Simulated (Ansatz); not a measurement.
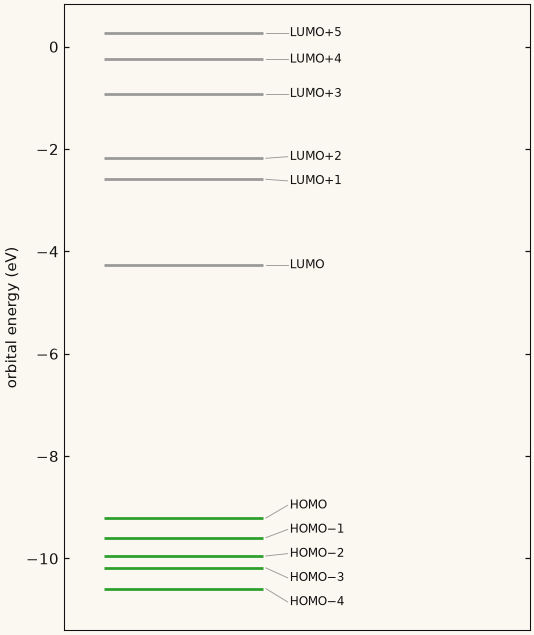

WHO₂Cl₂F, SMILES [O]=[W]([OH])([F])([Cl])[Cl], singlet. Kohn-Sham orbital energies near the frontier, PBE0/def2-TZVPP with the Ansatz code 0.2.0, at a PBE0-D4/def2-TZVP geometry (a minimum by its frequencies), isolated molecule; empty levels in grey, levels within 0.03 eV side by side.

> Where do the frontier orbitals lie?

HOMO at −9.21 eV, LUMO at −4.27 eV, 4.94 eV apart.

> How far below the HOMO does the next level lie?

0.38 eV.

Known limits of this run: core potentials past krypton; spin-orbit coupling is left out, and with W it can shift these levels and split any degenerate set; empty levels above zero depend strongly on the basis.
